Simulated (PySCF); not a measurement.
# Run report: C4H14BNSi, NMR shielding calculation

The run: NMR shielding calculation of C4H14BNSi, SMILES CB(C)[SiH2]N(C)C. Method and program: GIAO PBE0/pcSseg-1 NMR shielding, non-relativistic, gas phase (PySCF 2.14.0).

The geometry comes from this level: PBE0-D3(BJ)/def2-SVP. It belongs to a series of runs on one base structure; here: H on Si replaced by BMe2. Figures and captions count atoms from 1; the log counts them from 0 in places.

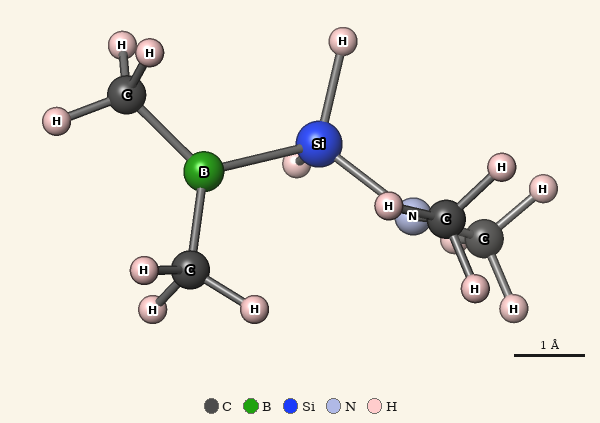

**Figure 1.** The input geometry (ball-and-stick view, seen at a tilt). Bond lengths as drawn: B–C 1.56 to 1.57 Å, B–Si 2.03 Å, C–H 1.10 to 1.11 Å, C–N 1.44 Å, H–Si 1.50 to 1.51 Å and N–Si 1.75 Å.

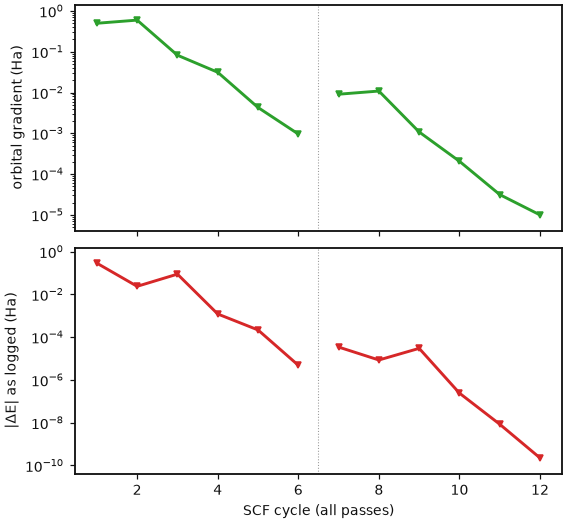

**Figure 2.** Convergence of the self-consistent field: orbital gradient and size of the energy change against the SCF cycle. The dotted line marks the change from a coarse to the final integration grid. The first 6 cycles use a coarse grid, the final grid takes over at cycle 7, and the field converges after 12 cycles in all.

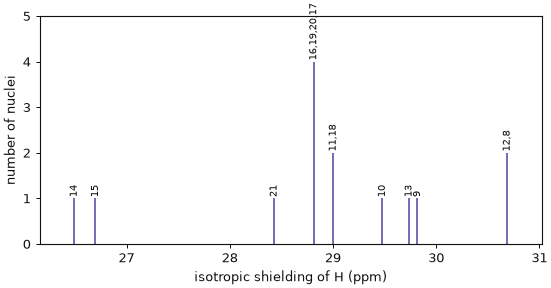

**Figure 3.** Isotropic shieldings of the hydrogen nuclei in this fixed geometry, labelled by atom number; shielding grows to the right, so chemical shift grows to the left. The least shielded is H14 (26.5 ppm), the most shielded H8 (30.7 ppm).

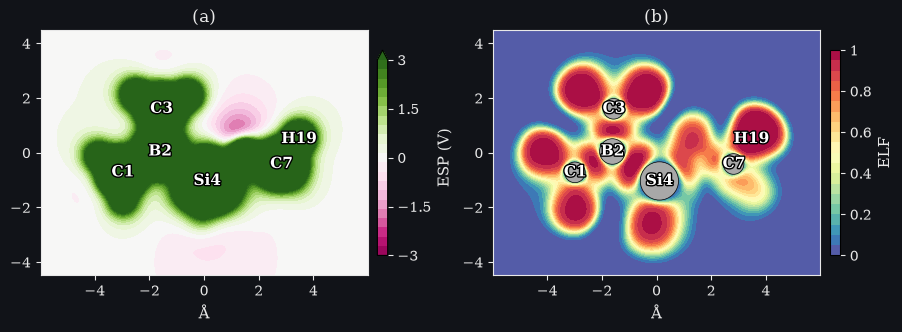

**Figure 4.** (a) electrostatic potential; (b) ELF on the plane of atoms C1, B2 and Si4. Grey discs, where drawn, cover atomic cores. Atoms in the plane: C, B, Si and H. C–B (1.56 Å): the ELF peaks at about 0.95 between the atoms (localised, shared-pair bonding). Si–B (2.03 Å): the ELF peaks at about 1 between the atoms, which marks localised, shared-pair bonding. C–H (1.11 Å): the ELF climbs to about 1 towards the hydrogen, as it does in any bond to H; a covalent bond by its length.

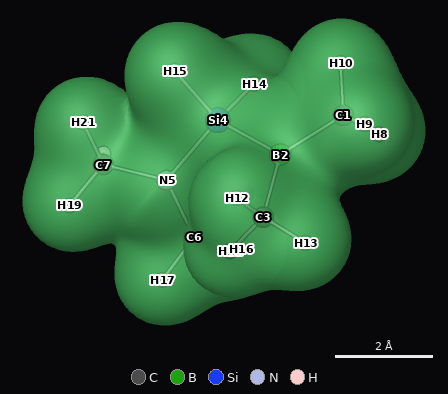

**Figure 5.** Isosurface of the total electron density at 0.05 e/Å³ (green), seen at an oblique angle. At this value the surface is in one piece. On the grid the lowest density along these lines, outside the cores, is 1.9 e/Å³ (C–N, 1.44 Å), 1.3 e/Å³ (C–B, 1.56 Å), 0.85 e/Å³ (Si–N, 1.75 Å) and 0.74 e/Å³ (Si–B, 2.03 Å).

The input that produced these results follows, with the program's output.

## The input
```
{"job": {"kind": "nmr", "xc": "PBE0", "basis": "pcSseg-1"}, "charge": 0, "multiplicity": 1}
C      2.754291     0.925663     0.954638
B      1.603587     0.150730     0.227919
C      1.880010    -0.639938    -1.093036
Si    -0.238797     0.102551     1.083880
N     -1.506475    -0.275642    -0.063064
C     -1.663689     0.547188    -1.234482
C     -2.725811    -0.919241     0.353476
H      2.652727     1.963670     0.572843
H      3.771613     0.594852     0.692551
H      2.654918     1.006410     2.048122
H      1.005891    -0.829248    -1.731711
H      2.207437    -1.635747    -0.724790
H      2.720411    -0.251505    -1.690970
H     -0.501588     1.373997     1.861324
H     -0.261676    -1.000343     2.105140
H     -0.695814     0.969458    -1.549190
H     -2.054342    -0.043583    -2.084334
H     -2.360937     1.398565    -1.082454
H     -3.136707    -1.542778    -0.462914
H     -3.522926    -0.203255     0.647012
H     -2.540081    -1.580444     1.212787
```

The first line tells a small driver script what to run in PySCF; the rest is the geometry in Å.

Command:
```bash
OMP_NUM_THREADS=1 python <driver script> task.json out
```

## Log
```
coarse grid: 16800 points
cycle   1  E = -529.3803755432  dE =  2.867e-01  |g| = 4.980e-01  |ddm| = 3.854e+00
cycle   2  E = -529.3567090004  dE =  2.367e-02  |g| = 5.947e-01  |ddm| = 1.103e+00
cycle   3  E = -529.4445882193  dE = -8.788e-02  |g| = 8.202e-02  |ddm| = 6.724e-01
cycle   4  E = -529.4457929339  dE = -1.205e-03  |g| = 3.136e-02  |ddm| = 1.038e-01
cycle   5  E = -529.4460092839  dE = -2.163e-04  |g| = 4.296e-03  |ddm| = 3.470e-02
cycle   6  E = -529.4460141049  dE = -4.821e-06  |g| = 9.599e-04  |ddm| = 7.109e-03
final grid: 154168 points
cycle   7  E = -529.4828711021  dE = -3.427e-05  |g| = 9.081e-03  |ddm| = 2.937e-02
cycle   8  E = -529.4828626016  dE =  8.501e-06  |g| = 1.086e-02  |ddm| = 1.825e-02
cycle   9  E = -529.4828923946  dE = -2.979e-05  |g| = 1.078e-03  |ddm| = 1.050e-02
cycle  10  E = -529.4828926346  dE = -2.400e-07  |g| = 2.062e-04  |ddm| = 1.252e-03
cycle  11  E = -529.4828926430  dE = -8.439e-09  |g| = 3.146e-05  |ddm| = 2.189e-04
cycle  12  E = -529.4828926433  dE = -2.235e-10  |g| = 9.986e-06  |ddm| = 5.076e-05
converged SCF energy = -529.4828926433

GIAO shielding tensors (ppm)
atom      isotropic    diamagn.    paramagn.     s11        s22        s33       span
  0 C      162.169     253.764     -91.595    132.468    171.973    182.065     49.596
  1 B       -7.306     197.906    -205.212    -86.369    -60.730    125.180    211.550
  2 C      161.636     254.166     -92.530    133.427    172.091    179.389     45.962
  3 Si     389.508     882.866    -493.358    309.610    361.404    497.509    187.899
  4 N      254.452     327.794     -73.342    223.527    267.655    272.175     48.647
  5 C      143.618     246.179    -102.561    120.823    127.045    182.985     62.162
  6 C      140.836     241.231    -100.395    118.284    120.147    184.077     65.793
  7 H       30.700      30.345       0.355     26.975     29.411     35.713      8.739
  8 H       29.818      29.399       0.419     26.361     28.925     34.168      7.807
  9 H       29.478      30.672      -1.194     25.844     29.161     33.430      7.586
 10 H       29.000      33.707      -4.706     24.823     28.718     33.460      8.637
 11 H       30.674      30.772      -0.098     26.153     29.858     36.011      9.858
 12 H       29.736      30.563      -0.827     26.373     28.672     34.164      7.790
 13 H       26.493      30.760      -4.267     22.445     25.443     31.590      9.145
 14 H       26.698      31.275      -4.576     23.390     26.087     30.617      7.227
 15 H       28.782      32.513      -3.731     24.184     28.488     33.674      9.489
 16 H       28.853      30.100      -1.246     24.974     26.175     35.411     10.437
 17 H       29.003      29.487      -0.485     24.828     26.625     35.555     10.728
 18 H       28.808      27.979       0.829     24.298     26.480     35.644     11.346
 19 H       28.808      27.145       1.663     24.483     26.367     35.573     11.089
 20 H       28.429      28.867      -0.438     23.893     26.894     34.498     10.605
```

## Results in brief

```csv
quantity,value
outcome,converged
total energy,−529.482893 hartree
HOMO,−6.05 eV
LUMO,−1.23 eV
dipole moment,0.94 D
"isotropic shielding, C",140.8 to 162.2 ppm
"isotropic shielding, B",−7.3 ppm
"isotropic shielding, Si",389.5 ppm
"isotropic shielding, N",254.5 ppm
"isotropic shielding, H",26.5 to 30.7 ppm
hardware,"1 CPU thread, shared host"
wall time,79 s
peak memory,0.9 GiB
```
